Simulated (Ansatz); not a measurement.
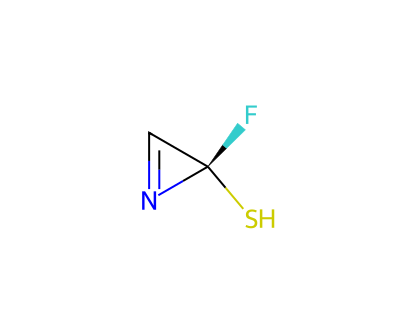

> Transcribe the drawing into SMILES.

F[C@]1(S)C=N1

> What is the molecular formula?

C2H2FNS.

> An optimisation with PBE0-D4/def2-TZVP gave a structure of which point group?

C1.

More results for the same structure follow; atom numbers are the same in all pictures, views and colours differ. The geometry was computed by an optimisation with PBE0-D4/def2-TZVP.

**Shape**

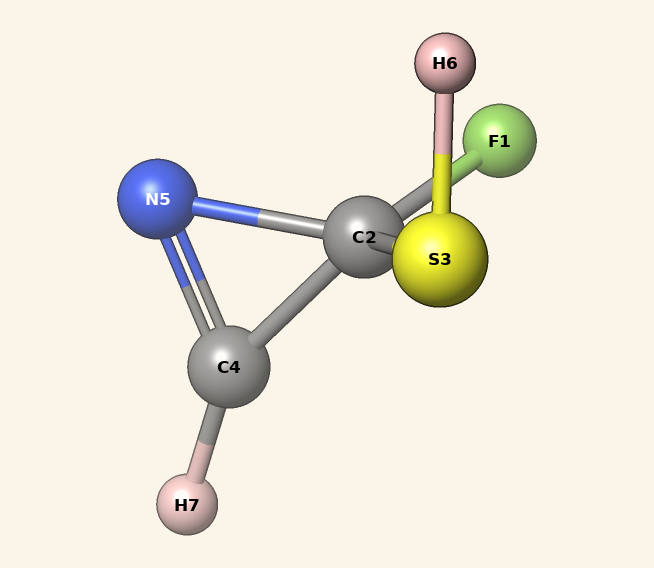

C2 lies behind S3. The molecule seen a little off the S3–C2 bond, S3 in front. Depth is shown by fading: the farther an atom, the more it takes the colour of the background.

> What is the torsion angle H6–S3–C2–F1? The sign is positive where the front bond must turn clockwise to cover the back bond.

62°, synclinal (gauche).

**Vibrations**

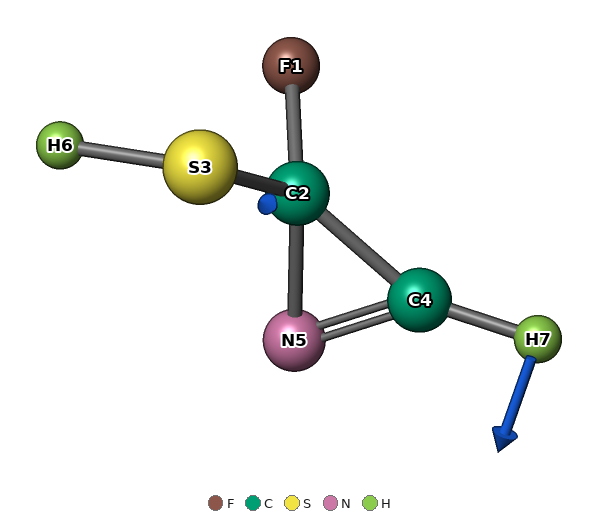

The arrows show one normal mode. Harmonic vibrations computed with RKS PBE0-D4/def2-TZVP (Ansatz 0.2.0) at a stationary point of the same level.

> Estimate its harmonic wavenumber.

1056 cm⁻¹; it is mode 10 of 15 counted from the lowest.

**Thermal motion**

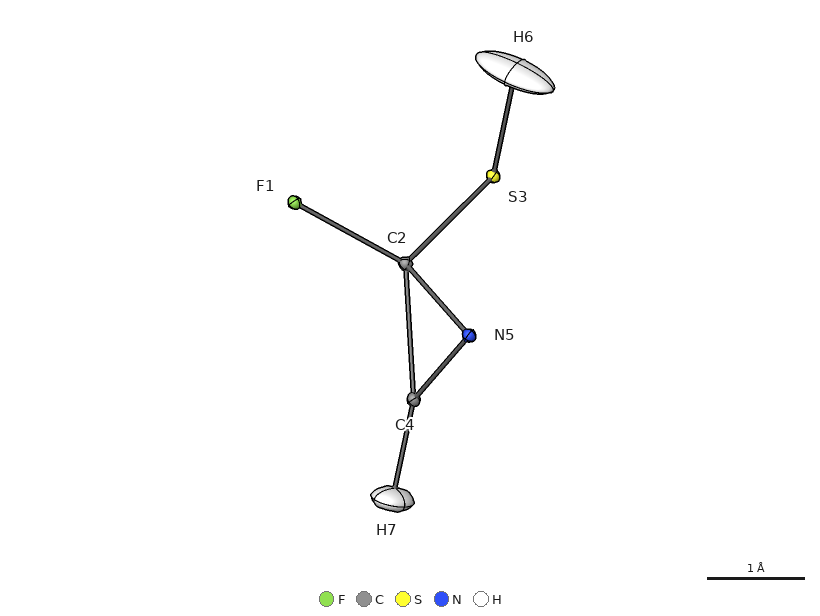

Displacement ellipsoids at the 50 % level, from the internal vibrations of the free molecule (harmonic, no overall translation or rotation; no half-axis is drawn under 0.075 Å). Vibrations computed with RKS PBE0-D4/def2-TZVP (Ansatz 0.2.0). Temperature: 0 K (zero-point motion alone).

> Which atom moves most?

H6, with U_eq = 0.0382 Å².

> Does H6 move more along its bond or across it?

Across it: the root-mean-square amplitude is 0.079 Å along the bond and up to 0.297 Å across, since bending and torsion are softer than stretching.

List U_eq and the three principal root-mean-square amplitudes for each kind of atom.

```csv
atom,U_eq (Å²),rms amplitudes (Å)
F1,0.00094,"0.020, 0.031, 0.038"
C2,0.0015,"0.034, 0.038, 0.044"
S3,0.00040,"0.011, 0.020, 0.026"
C4,0.0014,"0.024, 0.037, 0.046"
N5,0.0014,"0.022, 0.038, 0.046"
H6,0.0382,"0.079, 0.143, 0.297"
H7,0.0162,"0.077, 0.132, 0.159"
```

**Levels of theory compared**

Program: Ansatz 0.2.0.

Tabulate HOMO energy (eV), dipole (D) at these levels: B3LYP-D4/def2-TZVPP; PBE-D4/def2-TZVPP; r2SCAN-D4/def2-TZVPP; ωB97M-V/def2-TZVPP.

| level | HOMO energy (eV) | dipole (D) |
| --- | --- | --- |
| B3LYP-D4/def2-TZVPP | −7.31 | 1.75 |
| PBE-D4/def2-TZVPP | −6.25 | 1.62 |
| r2SCAN-D4/def2-TZVPP | −6.52 | 1.68 |
| ωB97M-V/def2-TZVPP | −9.78 | 1.76 |
